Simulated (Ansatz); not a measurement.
## Molecular dynamics of CH6NOSi (part 2 of 2)

Continued. System: CH6NOSi, multiplicity 2. Method: UKS PBE-d3bj/def2-SVP (Ansatz 0.2.0). The geometry comes from this level: PBE0-D4/def2-TZVP.

Geometry of the input (Å):
```
C  0.7205  1.4973  -0.1258
N  0.6891  0.0857  -0.2589
Si -0.6761  -0.8865  0.1823
O  -0.2215  -2.4540  0.3202
H  0.2835  1.8711  0.8120
H  0.1171  1.9438  -0.9343
H  1.7353  1.8923  -0.2349
H  -1.2606  -0.5233  1.4992
H  -1.6783  -0.6868  -0.9054
H  0.3740  -2.7908  -0.3515
```

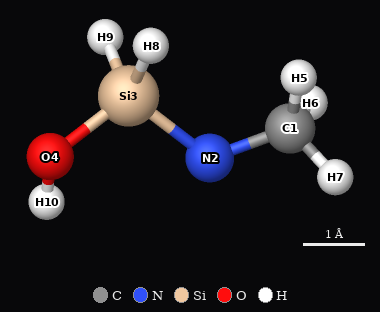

*The geometry at step 13 of the log (ball-and-stick view, seen at a tilt; atoms are numbered from 1 in the order of the input).*

### Trajectory as extended XYZ, continued
```
10
Properties=species:S:1:pos:R:3:forces:R:3 step=5 time_fs=5.0 energy=-12533.15644 temperature=174.7
C     0.7239    1.4752   -0.1234    0.0113   1.8974   0.3608
N     0.6930    0.0895   -0.2811    0.0517  -0.2984  -0.2854
Si   -0.6760   -0.8877    0.1854   -1.6704   1.1986  -0.2111
O    -0.2147   -2.4531    0.3237    0.5110  -1.1026  -0.0855
H     0.1861    1.8618    0.8145    0.2042  -0.2021  -0.5654
H     0.1677    2.0457   -0.9831    0.6242  -0.7204   0.7670
H     1.7799    1.9314   -0.0706   -0.8239  -0.4993  -0.3306
H    -1.3175   -0.4223    1.5190    0.4344  -0.3297  -0.4624
H    -1.8491   -0.7176   -0.8784    0.8854  -0.0551   0.5219
H     0.3974   -2.7613   -0.3785   -0.2278   0.1116   0.2907
10
Properties=species:S:1:pos:R:3:forces:R:3 step=6 time_fs=6.0 energy=-12533.18087 temperature=196.5
C     0.7247    1.4744   -0.1228   -0.0679   1.7221   0.6774
N     0.6941    0.0899   -0.2861    0.0134  -0.4120  -0.2937
Si   -0.6775   -0.8868    0.1858   -1.6153   1.1247  -0.2011
O    -0.2122   -2.4552    0.3241    0.1638  -0.7985   0.2563
H     0.1692    1.8571    0.8045    0.2005  -0.1921  -0.5051
H     0.1954    2.0481   -0.9710    0.4023  -0.5562   0.4201
H     1.7684    1.9283   -0.0453   -0.5407  -0.4276  -0.3352
H    -1.3198   -0.4092    1.5130    0.4549  -0.3445  -0.4206
H    -1.8636   -0.7249   -0.8607    0.8938  -0.0476   0.4653
H     0.3939   -2.7509   -0.3742    0.0954  -0.0682  -0.0634
10
Properties=species:S:1:pos:R:3:forces:R:3 step=7 time_fs=7.0 energy=-12533.20965 temperature=222.7
C     0.7254    1.4750   -0.1216   -0.1586   1.2595   1.0141
N     0.6951    0.0900   -0.2913   -0.0204  -0.5100  -0.3002
Si   -0.6795   -0.8855    0.1862   -1.4303   0.9817  -0.1938
O    -0.2097   -2.4577    0.3247   -0.1737  -0.4938   0.5819
H     0.1542    1.8505    0.7897    0.1315  -0.1296  -0.3264
H     0.2270    2.0452   -0.9548    0.0778  -0.2531  -0.1174
H     1.7516    1.9210   -0.0231   -0.0770  -0.2707  -0.2928
H    -1.3178   -0.3994    1.5030    0.4338  -0.3280  -0.3028
H    -1.8696   -0.7326   -0.8386    0.8154  -0.0289   0.3396
H     0.3913   -2.7411   -0.3705    0.4015  -0.2271  -0.4023
10
Properties=species:S:1:pos:R:3:forces:R:3 step=8 time_fs=8.0 energy=-12533.21745 temperature=230.3
C     0.7260    1.4766   -0.1197   -0.2494   0.5901   1.3149
N     0.6961    0.0898   -0.2967   -0.0497  -0.5688  -0.3052
Si   -0.6820   -0.8839    0.1864   -1.1164   0.7780  -0.1872
O    -0.2073   -2.4606    0.3257   -0.3218  -0.2865   0.6908
H     0.1404    1.8426    0.7718    0.0063  -0.0242  -0.0626
H     0.2593    2.0398   -0.9398   -0.2794   0.1317  -0.7551
H     1.7341    1.9112   -0.0038    0.4792  -0.0627  -0.2056
H    -1.3117   -0.3927    1.4902    0.3742  -0.2807  -0.1152
H    -1.8677   -0.7405   -0.8132    0.6458   0.0010   0.1458
H     0.3925   -2.7335   -0.3707    0.5113  -0.2780  -0.5206
10
Properties=species:S:1:pos:R:3:forces:R:3 step=9 time_fs=9.0 energy=-12533.20489 temperature=219.7
C     0.7264    1.4787   -0.1167   -0.3281  -0.0681   1.4382
N     0.6971    0.0892   -0.3023   -0.0758  -0.5713  -0.3067
Si   -0.6849   -0.8820    0.1867   -0.6838   0.5246  -0.1719
O    -0.2051   -2.4636    0.3270   -0.2077  -0.2079   0.4994
H     0.1267    1.8346    0.7532   -0.1471   0.1050   0.2279
H     0.2890    2.0357   -0.9320   -0.5367   0.4514  -1.2723
H     1.7212    1.9007    0.0136    0.9564   0.1287  -0.0968
H    -1.3019   -0.3887    1.4762    0.2831  -0.2063   0.1262
H    -1.8597   -0.7485   -0.7864    0.3867   0.0405  -0.1106
H     0.3986   -2.7286   -0.3759    0.3529  -0.1966  -0.3335
10
Properties=species:S:1:pos:R:3:forces:R:3 step=10 time_fs=10.0 energy=-12533.19499 temperature=211.2
C     0.7266    1.4808   -0.1125   -0.3660  -0.4379   1.2331
N     0.6980    0.0882   -0.3081   -0.1005  -0.5105  -0.3010
Si   -0.6881   -0.8799    0.1868   -0.1656   0.2390  -0.1346
O    -0.2030   -2.4667    0.3287    0.0654  -0.1999   0.1238
H     0.1116    1.8275    0.7369   -0.2775   0.2285   0.4639
H     0.3135    2.0360   -0.9364   -0.5662   0.5302  -1.3988
H     1.7174    1.8915    0.0301    1.1482   0.2240  -0.0077
H    -1.2895   -0.3867    1.4634    0.1745  -0.1153   0.3910
H    -1.8480   -0.7560   -0.7607    0.0565   0.0858  -0.4099
H     0.4082   -2.7255   -0.3842    0.0313  -0.0438   0.0403
10
Properties=species:S:1:pos:R:3:forces:R:3 step=11 time_fs=11.0 energy=-12533.20158 temperature=216.7
C     0.7265    1.4825   -0.1073   -0.3223  -0.4032   0.7208
N     0.6988    0.0868   -0.3141   -0.1259  -0.3893  -0.2834
Si   -0.6913   -0.8777    0.1869    0.3698  -0.0515  -0.0673
O    -0.2008   -2.4699    0.3305    0.3179  -0.1747  -0.2330
H     0.0939    1.8226    0.7249   -0.3223   0.3128   0.5646
H     0.3326    2.0413   -0.9541   -0.3659   0.3211  -1.0441
H     1.7247    1.8844    0.0465    0.9489   0.1875   0.0279
H    -1.2753   -0.3858    1.4543    0.0685  -0.0252   0.6320
H    -1.8357   -0.7628   -0.7389   -0.2964   0.1303  -0.7097
H     0.4180   -2.7229   -0.3922   -0.2725   0.0921   0.3923
10
Properties=species:S:1:pos:R:3:forces:R:3 step=12 time_fs=12.0 energy=-12533.21165 temperature=225.5
C     0.7261    1.4839   -0.1016   -0.1981  -0.1040   0.1224
N     0.6996    0.0852   -0.3203   -0.1532  -0.2191  -0.2498
Si   -0.6943   -0.8756    0.1870    0.8212  -0.3127   0.0231
O    -0.1985   -2.4733    0.3321    0.4189  -0.0752  -0.4226
H     0.0730    1.8208    0.7184   -0.2397   0.3356   0.4918
H     0.3482    2.0497   -0.9819   -0.0669  -0.0431  -0.3925
H     1.7410    1.8791    0.0632    0.4476   0.0571   0.0092
H    -1.2606   -0.3851    1.4513   -0.0120   0.0423   0.7932
H    -1.8263   -0.7683   -0.7239   -0.5924   0.1655  -0.9441
H     0.4252   -2.7194   -0.3964   -0.4254   0.1536   0.5694
10
Properties=species:S:1:pos:R:3:forces:R:3 step=13 time_fs=13.0 energy=-12533.21047 temperature=224.8
C     0.7255    1.4852   -0.0957   -0.0559   0.2266  -0.3476
N     0.7003    0.0834   -0.3267   -0.1840  -0.0216  -0.1984
Si   -0.6971   -0.8736    0.1871    1.0863  -0.5134   0.1133
O    -0.1959   -2.4767    0.3334    0.3170   0.1130  -0.3869
H     0.0499    1.8221    0.7166   -0.0401   0.2978   0.2777
H     0.3632    2.0577   -1.0134    0.1932  -0.3874   0.2825
H     1.7616    1.8744    0.0799   -0.1466  -0.0920  -0.0366
H    -1.2459   -0.3840    1.4559   -0.0507   0.0687   0.8278
H    -1.8225   -0.7722   -0.7179   -0.7442   0.1841  -1.0433
H     0.4283   -2.7144   -0.3952   -0.3750   0.1243   0.5115
10
Properties=species:S:1:pos:R:3:forces:R:3 step=14 time_fs=14.0 energy=-12533.20085 temperature=216.4
C     0.7249    1.4866   -0.0902    0.0400   0.4373  -0.6246
N     0.7008    0.0816   -0.3333   -0.2197   0.1736  -0.1303
Si   -0.6995   -0.8717    0.1872    1.1142  -0.6376   0.1776
O    -0.1932   -2.4801    0.3345    0.0296   0.3696  -0.1440
H     0.0263    1.8263    0.7175    0.2167   0.2215   0.0054
H     0.3800    2.0619   -1.0422    0.3517  -0.6137   0.8050
H     1.7808    1.8688    0.0963   -0.6476  -0.2013  -0.0788
H    -1.2317   -0.3823    1.4685   -0.0450   0.0472   0.7201
H    -1.8259   -0.7743   -0.7219   -0.7018   0.1837  -0.9686
H     0.4279   -2.7082   -0.3891   -0.1381   0.0197   0.2383
10
Properties=species:S:1:pos:R:3:forces:R:3 step=15 time_fs=15.0 energy=-12533.19401 temperature=210.5
C     0.7243    1.4885   -0.0851    0.0669   0.4814  -0.7478
N     0.7012    0.0799   -0.3399   -0.2617   0.3370  -0.0494
Si   -0.7015   -0.8701    0.1874    0.9376  -0.6907   0.2046
O    -0.1904   -2.4832    0.3355   -0.3518   0.6441   0.2047
H     0.0049    1.8326    0.7184    0.4560   0.1354  -0.2388
H     0.4003    2.0603   -1.0634    0.4049  -0.6988   1.1123
H     1.7938    1.8612    0.1120   -0.9539  -0.2466  -0.0971
H    -1.2179   -0.3801    1.4879   -0.0075  -0.0136   0.4937
H    -1.8360   -0.7747   -0.7352   -0.4847   0.1677  -0.7376
H     0.4261   -2.7018   -0.3806    0.1942  -0.1159  -0.1446
10
Properties=species:S:1:pos:R:3:forces:R:3 step=16 time_fs=16.0 energy=-12533.19991 temperature=216.6
C     0.7238    1.4907   -0.0807    0.0320   0.3612  -0.7666
N     0.7014    0.0784   -0.3466   -0.3110   0.4478   0.0392
Si   -0.7033   -0.8686    0.1877    0.6524  -0.6932   0.2001
O    -0.1878   -2.4859    0.3367   -0.6613   0.8636   0.4742
H    -0.0123    1.8402    0.7170    0.6190   0.0622  -0.3975
H     0.4243    2.0520   -1.0738    0.3688  -0.6484   1.1905
H     1.7977    1.8513    0.1267   -1.0287  -0.2255  -0.0804
H    -1.2042   -0.3780    1.5120    0.0414  -0.0946   0.2006
H    -1.8507   -0.7735   -0.7555   -0.1686   0.1428  -0.4137
H     0.4262   -2.6966   -0.3736    0.4560  -0.2158  -0.4465
10
Properties=species:S:1:pos:R:3:forces:R:3 step=17 time_fs=17.0 energy=-12533.22070 temperature=235.9
C     0.7233    1.4932   -0.0768   -0.0521   0.0822  -0.6965
N     0.7014    0.0773   -0.3532   -0.3665   0.4994   0.1309
Si   -0.7047   -0.8675    0.1880    0.3625  -0.6702   0.1766
O    -0.1856   -2.4881    0.3381   -0.7364   0.9673   0.4849
H    -0.0234    1.8484    0.7118    0.6710   0.0162  -0.4452
H     0.4520    2.0375   -1.0729    0.2597  -0.4677   1.0277
H     1.7917    1.8392    0.1407   -0.8658  -0.1445  -0.0227
H    -1.1901   -0.3769    1.5381    0.0828  -0.1750  -0.1012
H    -1.8670   -0.7710   -0.7798    0.1594   0.1159  -0.0710
H     0.4306   -2.6934   -0.3708    0.4853  -0.2236  -0.4835
10
Properties=species:S:1:pos:R:3:forces:R:3 step=18 time_fs=18.0 energy=-12533.23948 temperature=252.4
C     0.7228    1.4958   -0.0735   -0.1705  -0.3542  -0.5259
N     0.7011    0.0765   -0.3598   -0.4261   0.4995   0.2224
Si   -0.7061   -0.8665    0.1884    0.1391  -0.6418   0.1435
O    -0.1838   -2.4897    0.3399   -0.5525   0.9536   0.2158
H    -0.0282    1.8567    0.7023    0.5974   0.0056  -0.3782
H     0.4821    2.0185   -1.0622    0.0948  -0.1605   0.6090
H     1.7775    1.8258    0.1545   -0.4824  -0.0157   0.0783
H    -1.1752   -0.3774    1.5632    0.1046  -0.2392  -0.3656
H    -1.8819   -0.7673   -0.8048    0.4367   0.0911   0.2343
H     0.4397   -2.6923   -0.3727    0.2589  -0.1383  -0.2336
10
Properties=species:S:1:pos:R:3:forces:R:3 step=19 time_fs=19.0 energy=-12533.22732 temperature=240.3
C     0.7221    1.4981   -0.0706   -0.2894  -0.9184  -0.2602
N     0.7006    0.0760   -0.3662   -0.4865   0.4662   0.3116
Si   -0.7074   -0.8658    0.1889    0.0119  -0.6213   0.1051
O    -0.1824   -2.4908    0.3417   -0.2455   0.8786  -0.1749
H    -0.0273    1.8651    0.6892    0.4009   0.0329  -0.2091
H     0.5132    1.9980   -1.0456   -0.0957   0.2475  -0.0372
H     1.7586    1.8122    0.1690    0.0543   0.1367   0.2131
H    -1.1593   -0.3802    1.5849    0.1021  -0.2784  -0.5639
H    -1.8925   -0.7627   -0.8276    0.6331   0.0700   0.4729
H     0.4513   -2.6926   -0.3768   -0.0851  -0.0138   0.1426
10
Properties=species:S:1:pos:R:3:forces:R:3 step=20 time_fs=20.0 energy=-12533.17824 temperature=195.5
C     0.7212    1.4996   -0.0680   -0.3399  -1.4979   0.0109
N     0.6997    0.0759   -0.3723   -0.5445   0.4221   0.3974
Si   -0.7087   -0.8653    0.1893   -0.0173  -0.6159   0.0623
O    -0.1812   -2.4913    0.3435    0.0106   0.8087  -0.4928
H    -0.0225    1.8739    0.6741    0.1086   0.0925   0.0297
H     0.5433    1.9798   -1.0294   -0.2575   0.6701  -0.7554
H     1.7402    1.7998    0.1856    0.5936   0.2698   0.3489
H    -1.1424   -0.3857    1.6011    0.0754  -0.2889  -0.6823
H    -1.8971   -0.7575   -0.8458    0.7415   0.0526   0.6347
H     0.4621   -2.6930   -0.3796   -0.3706   0.0868   0.4465
```
